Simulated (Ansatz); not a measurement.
Ga2H6S2

Input

```
crystal:
  periodic: [false, false, false]
  atoms:
    - {symbol: Ga, position_ang: [0.737564, -0.694961, -1.318958]}
    - {symbol: Ga, position_ang: [-1.208291, 0.326379, 1.076466]}
    - {symbol: S, position_ang: [-0.542168, 1.332790, -1.017319]}
    - {symbol: S, position_ang: [0.475655, -1.404188, 0.976464]}
    - {symbol: H, position_ang: [0.469065, 2.073571, -0.511706]}
    - {symbol: H, position_ang: [-0.182442, -1.641389, -2.148795]}
    - {symbol: H, position_ang: [2.232165, -0.297275, -1.536119]}
    - {symbol: H, position_ang: [1.485304, -0.659171, 1.478996]}
    - {symbol: H, position_ang: [-2.557021, -0.395063, 0.774433]}
    - {symbol: H, position_ang: [-0.826732, 1.308206, 2.229539]}
basis:
  gaussian:
    orbitals: def2-TZVPD
hamiltonian:
  xc: {name: PBE0}
output: {forces: true, orbitals: {seedname: orbitals}}
```

Command:

```sh
ansatz run input.yaml --threads 2 --pin off --max-ram 6090MiB --events-out events.jsonl --progress --plain --runs-dir runs
```

Geometry: PBE0-D4/def2-SVP.

All numbers below come from isolated molecule in a Gaussian basis; Kohn-Sham density functional theory, functional PBE0 (Ansatz).

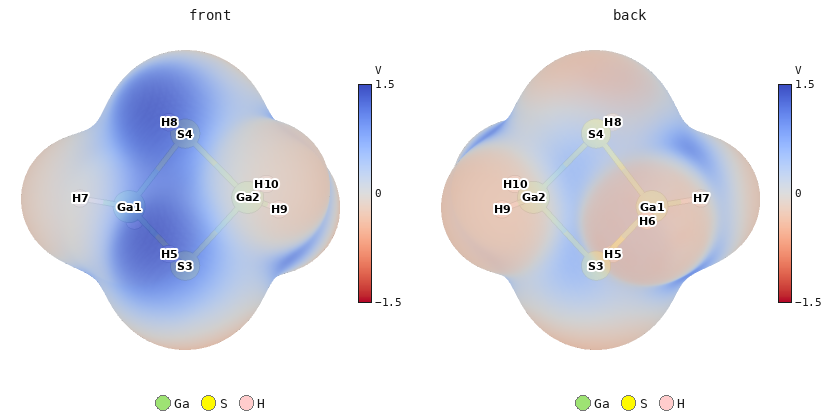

Figure 1. The electrostatic potential painted on the density surface at 0.001 e/bohr³, seen from the front and from behind; the colour scale runs from red (negative) to blue (positive).

### Where is the surface potential most negative and most positive?

The most negative region (about −0.3 V) lies over S3, S4, H6 and H9, the most positive (about +1.3 V) over H5 and H8.

### How polar is the molecule by this calculation?

Its dipole moment is 1.61 D.

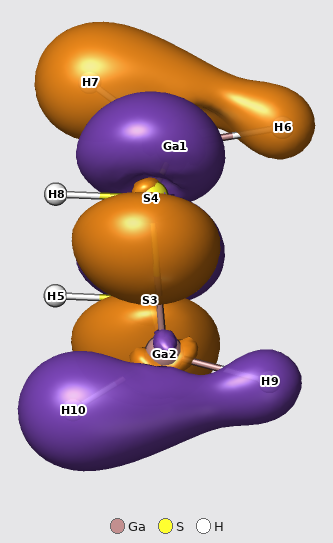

Figure 2. One frontier orbital at ±0.1 Å⁻³ᐟ² (orange and purple are the two phases), seen at an oblique angle.

### Which orbital is it: HOMO or LUMO?

The HOMO, at −8.06 eV. Its weight (Hirshfeld) is mainly on S3 (about 25 %), S4 (about 25 %), Ga1 (about 10 %), Ga2 (about 10 %), H7 (about 10 %) and H10 (about 10 %).

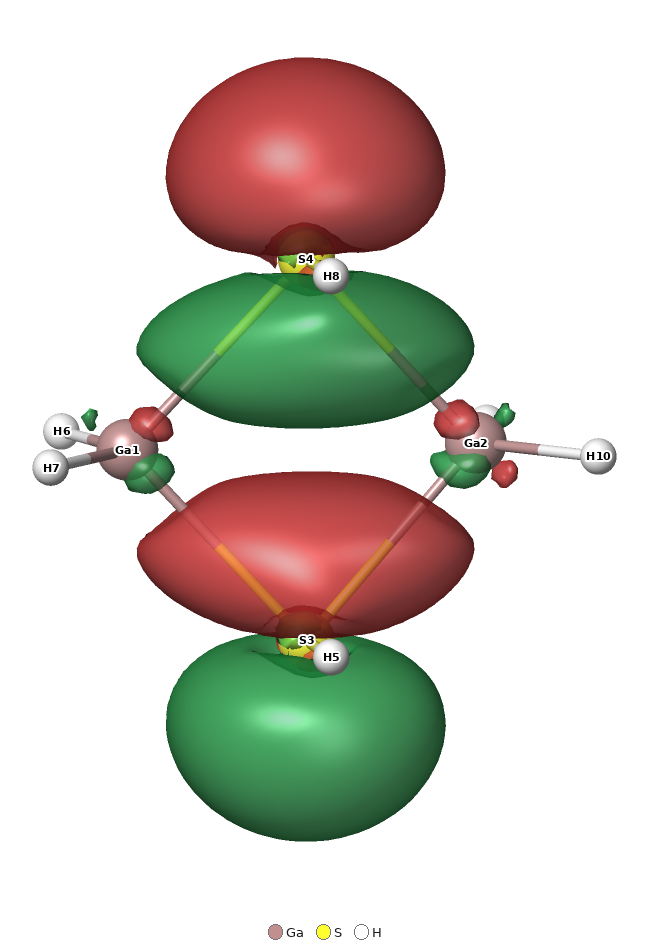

Figure 3. The HOMO−1 at ±0.08 Å⁻³ᐟ² (green and red are the two phases), seen at a tilt.

### What is the character of this orbital?

It lies mainly on S3 (about 40 %) and S4 (about 40 %); largely a combination of lone pairs on S3 and S4. Its energy is −8.16 eV.
